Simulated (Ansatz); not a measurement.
# One shape, several levels: doublet BN+

Aim: a comparison of 6 runs (U-r2SCAN/6-31G, U-revPBE/3-21G, U-wB97M-V/6-31G, U-wB97X/6-31G, USVWN5/6-31G, UCCSDT/3-21G) of doublet BN+. 

Program for the calculation: Ansatz 0.2.0.

66 further runs of the same task are left out: 66 set aside as unsound or not needed.

### 1 The structure to begin with

BN+: 2 atoms, total charge +1, spin state doublet. As SMILES of the parent species, `B#N`. The coordinates come from a GFN2-xTB relaxation. That shape belongs to the parent species and isn't relaxed for this state.

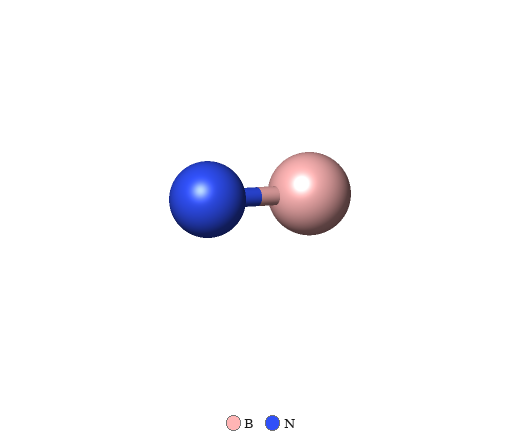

Viewed from a chosen angle; boron pink, nitrogen blue.

### 2 The energy at U-r2SCAN/6-31G (run 1)

File run.yaml:

```yaml
crystal:
  periodic: [false, false, false]
  atoms:
    - symbol: B
      position_ang: [0.000000, 0.000000, 0.000000]
    - symbol: N
      position_ang: [0.000000, 0.000000, 1.268430]
basis:
  gaussian:
    orbitals: 6-31G
magnetization:
  spin_polarized: true
  initial_magnetization: 1
total_charge: 1
hamiltonian:
  xc: {name: r2SCAN}
accuracy: high
```

On the command line:

```
$ ansatz run run.yaml --threads 1 --pin off --max-ram 2610MiB --events-out events.jsonl --progress --plain --runs-dir runs
```

Standard output:

```text
Warning: RAYON_NUM_THREADS=1 ignored (pool sized by the plan → 1); use --threads N
Functional definition: r2SCAN
  name "r2SCAN"
  parameter k0 = 0.174
  parameter k1 = 0.065
  parameter a1 = 4.9479
  exchange = r2scan_x(k0 = k0, k1 = k1, a1 = a1)
  correlation = r2scan_c
417 factors; integrals over basis functions are off by at most 3.1e-9 eV
mean field evaluation 1: about -2127.4600 eV, gradient 5.8e1 eV
mean field evaluation 2: about -2027.0409 eV, gradient 1.1e2 eV
mean field evaluation 4: about -2146.2734 eV, gradient 5.8e0 eV
mean field evaluation 8: about -2146.4625 eV, gradient 6.7e-2 eV
mean field evaluation 16: about -2146.5011 eV, gradient 2.3e0 eV
mean field evaluation 32: about -2146.6076 eV, gradient 1.0e-1 eV
mean field evaluation 64: about -2146.7769 eV, gradient 3.1e-3 eV
mean field evaluation 96: about -2146.5997 eV, gradient 8.9e-1 eV
mean field evaluation 128: about -2146.5908 eV, gradient 8.0e-2 eV
mean field -2146.77693910 eV, -78.8925973742 hartree, gradient 1.9e-8 eV, S^2 1.402803; 10 other end points of the search recorded, 0 dependent functions left out
reference -2146.77693993 eV, -78.8925974049 hartree; 6, 5 occupied and 12, 13 virtual orbitals, 417 factors
Total energy: -2146.77693993 eV, -78.8925974049 hartree
```

It took 2.9 s on 1 thread of AMD EPYC 9R45 (Zen 5), shared host; peak memory 0.16 GiB.

### 3 The energy at U-revPBE/3-21G (run 2)

File in.yaml:

```yaml
crystal:
  periodic: [false, false, false]
  atoms:
    - {symbol: B, position_ang: [0.000000, 0.000000, 0.000000]}
    - {symbol: "N", position_ang: [0.000000, 0.000000, 1.268430]}
basis:
  gaussian:
    orbitals: 3-21G.json
total_charge: 1
magnetization:
  spin_polarized: true
  initial_magnetization: 1
hamiltonian:
  xc: {name: revPBE}
accuracy: high
```

The basis set 3-21G is read from a file made from the Basis Set Exchange's data (not shown).

On the command line:

```
$ ansatz run in.yaml --threads 1 --pin off --max-ram 2610MiB --events-out events.jsonl --progress --plain --runs-dir runs
```

Standard output, shortened:

```text
Warning: RAYON_NUM_THREADS=1 ignored (pool sized by the plan → 1); use --threads N
Functional definition: revPBE
  name "revPBE"
[...]
392 factors; integrals over basis functions are off by at most 3.0e-9 eV
[...]
mean field -2136.21751037 eV, -78.5045455259 hartree, gradient 8.9e-9 eV, S^2 1.096430; 14 other end points of the search recorded, 0 dependent functions left out
reference -2136.21751260 eV, -78.5045456078 hartree; 6, 5 occupied and 12, 13 virtual orbitals, 392 factors
Total energy: -2136.21751260 eV, -78.5045456078 hartree
```

Wall time 1.3 s (1 thread of AMD EPYC 9R45 (Zen 5), shared host).

Runs 3 to 5 aren't shown in full; the table further down has their settings and results.

### 4 The energy at UCCSDT/3-21G (run 6)

File run.yaml:

```yaml
crystal:
  periodic: [false, false, false]
  atoms:
    - {symbol: B, position_ang: [0.000000, 0.000000, 0.000000]}
    - {symbol: "N", position_ang: [0.000000, 0.000000, 1.268430]}
basis:
  gaussian: {orbitals: 3-21G.json}
total_charge: 1
magnetization: {spin_polarized: true, initial_magnetization: 1}
correlation: {method: ccsdt, frozen_orbitals: {B: 1, "N": 1}}
accuracy: high
scf: {omitted_lower_state_checks: [cluster_reference, increment]}
```

The basis set 3-21G is read from a file made from the Basis Set Exchange's data (not shown).

On the command line:

```
$ ansatz run run.yaml --threads 1 --pin off --max-ram 2610MiB --events-out events.jsonl --progress --plain --runs-dir runs
```

Standard output:

```text
Warning: RAYON_NUM_THREADS=1 ignored (pool sized by the plan → 1); use --threads N
[... 18 lines left out ...]
2 core orbitals not correlated: weight in the atoms' cores, before any rotation towards them, 1.000 or more for the frozen orbitals, at most 0.000 for the correlated occupied ones
[... 58 lines left out ...]
Total energy: -2129.70722449 eV, -78.2652969325 hartree
Checks for a lower state left out: cluster_reference, increment
```

It took 0.82 s on 1 thread of AMD EPYC 9R45 (Zen 5), shared host.

### 5 All runs side by side

| run | level | frozen core orbitals | energy (Eh) | ⟨S²⟩ | wall time |
| --- | --- | --- | --- | --- | --- |
| 1 | U-r2SCAN/6-31G | – | -78.892597 | 1.403 | 2.9 s |
| 2 | U-revPBE/3-21G | – | -78.504546 | 1.096 | 1.3 s |
| 3 | U-wB97M-V/6-31G | – | -78.908522 | 1.291 | 10 s |
| 4 | U-wB97X/6-31G | – | -78.902739 | 1.439 | 6 s |
| 5 | USVWN5/6-31G | – | -78.200661 | 1.005 | 0.6 s |
| 6 | UCCSDT/3-21G | 2 | -78.265297 | 1.858 | 0.82 s |

### 6 What came out

| quantity | value |
| --- | --- |
| run 6: total energy | -78.26530 Eh |
| run 6: correlation energy (2 core orbitals frozen) | -114.2 mEh |
| run 6: ⟨S²⟩ of the reference determinant | 1.858 |
| run 6: T1 diagnostic | 0.140 |

**Reading.** Totals of different functionals can't be ranked against each other. Spin contamination of the reference: run 6 ⟨S²⟩ = 1.86, run 4 ⟨S²⟩ = 1.44, run 1 ⟨S²⟩ = 1.40, run 3 ⟨S²⟩ = 1.29, run 2 ⟨S²⟩ = 1.10, run 5 ⟨S²⟩ = 1.00. Where it is this large, the reference is a mixture of spin states, and values that rest on it are in doubt. All runs together took 22 s, the longest 10 s.
